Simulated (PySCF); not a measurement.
**C$_{4}$H$_{14}$N$_{2}$Si: density, localisation and related maps**

```xyz
21

C     2.8264    1.0652   -0.0983
C     1.3861    0.7975    0.3168
C     0.8488   -0.4841   -0.3123
N    -0.5139   -0.7430    0.1284
C    -0.9845   -2.0497   -0.2854
N    -1.3702    0.2789   -0.3250
Si   -2.6029    0.8720    0.7154
H     3.1865    1.9847    0.3558
H     2.9027    1.1634   -1.1794
H     3.4745    0.2498    0.2163
H     0.7496    1.6313    0.0179
H     1.3199    0.7019    1.4013
H     1.4626   -1.3317    0.0027
H     0.9035   -0.4097   -1.4149
H    -1.9973   -2.1869    0.0899
H    -0.3406   -2.8144    0.1449
H    -0.9940   -2.1677   -1.3820
H    -1.4880    0.2841   -1.3374
H    -3.1680    1.9928   -0.0369
H    -1.9299    1.2637    1.9486
H    -3.6802   -0.0813    1.0331
```

Geometry: GFN2-xTB.

The calculation used PBE0/pcSseg-1, SCF density, gas phase, non-relativistic in PySCF.

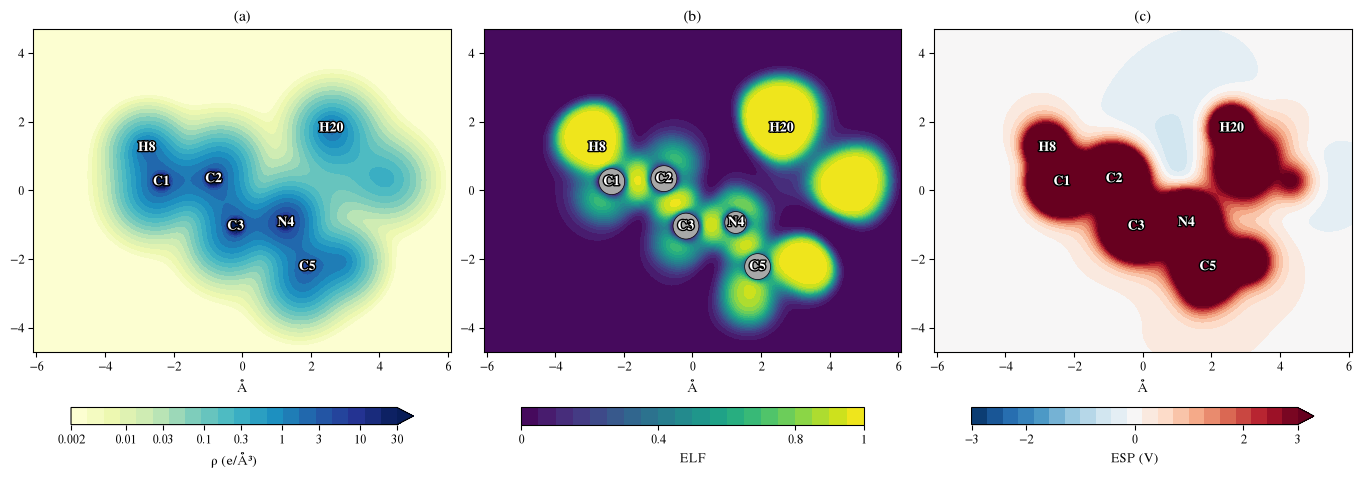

Figure 1. (a) total electron density; (b) electron localisation function; (c) molecular electrostatic potential on the plane of atoms C1, C2 and C3. Grey discs cover the atomic cores in the ELF map.

**What do the fields say about this system?**

- The plane passes through C, N and H nuclei.
- C–N (1.45 Å): ρ is about 2 e/Å³ halfway; the ELF peaks at about 0.95 between the atoms, as expected for a covalent bond.
- C–C (1.52 Å): ρ is about 1.6 e/Å³ halfway; the ELF peaks at about 0.95 between the atoms: a shared electron pair.
- C–H (1.09 Å): ρ at the midpoint is about 2 e/Å³; the ELF climbs to about 1 towards the hydrogen, as it does in any bond to H; an ordinary covalent bond to hydrogen.
- Outside the dense part of the molecule the potential is most negative (−0.6 V) near C2.

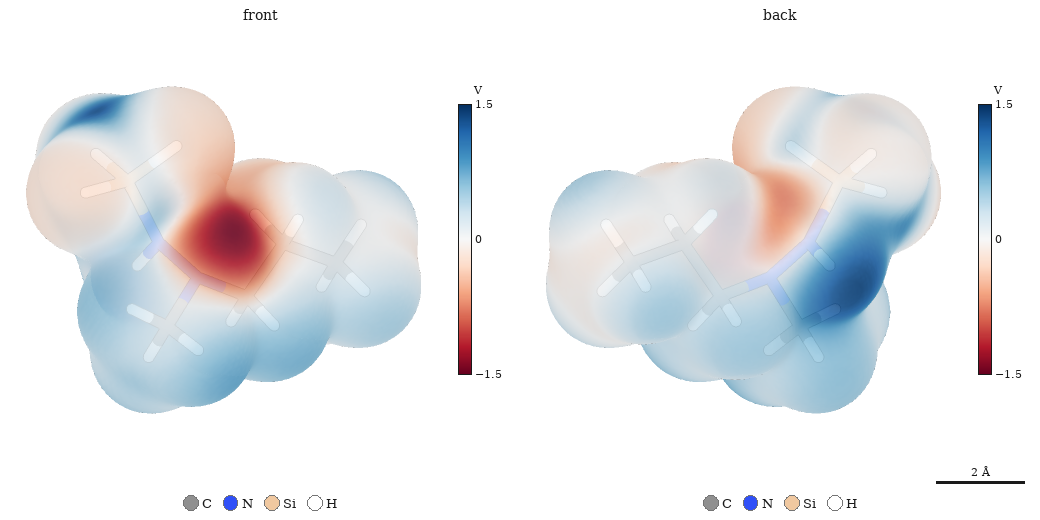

Figure 2. The electrostatic potential painted on the density surface at 0.002 e/bohr³, seen from the front and from behind; the colour scale runs from red (negative) to blue (positive).

**Where is the surface potential most negative and most positive?**

The most negative region (about −1.4 V) lies over N4, the most positive (about +1.3 V) over Si7 and H18. N4 is the likeliest acceptor of a hydrogen bond.
